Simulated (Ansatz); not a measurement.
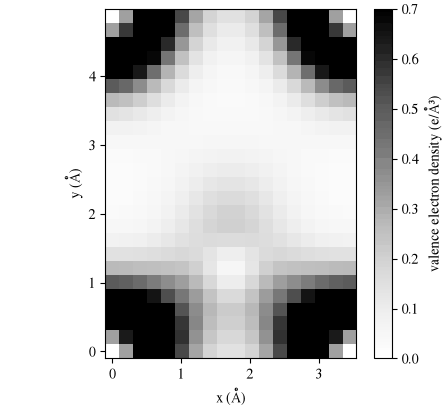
Figure: Valence electron density (e/Å³), cut off at 0.7 on a lattice plane, PBE (plane waves, PAW; program Ansatz)

Which compound is it?
A) Be, hcp (Mg type)
B) BeS, zinc blende
C) Tb, hcp (Mg type)
D) Hf, hcp (Mg type)

B, BeS, zinc blende. Atoms in the plane, in fractions of its two edges: S at (0.00, 0.00), Be at (0.50, 0.25).

The density is the valence pseudo-density with augmentation charge, so density and ELF within about 1 Å of a nucleus are not all-electron values.

Space group F-43m (zinc blende). Symmetry was held in the PBE relaxation; phonons on a q-mesh show no instability.

Potentials: the later of the program's two PAW sets.
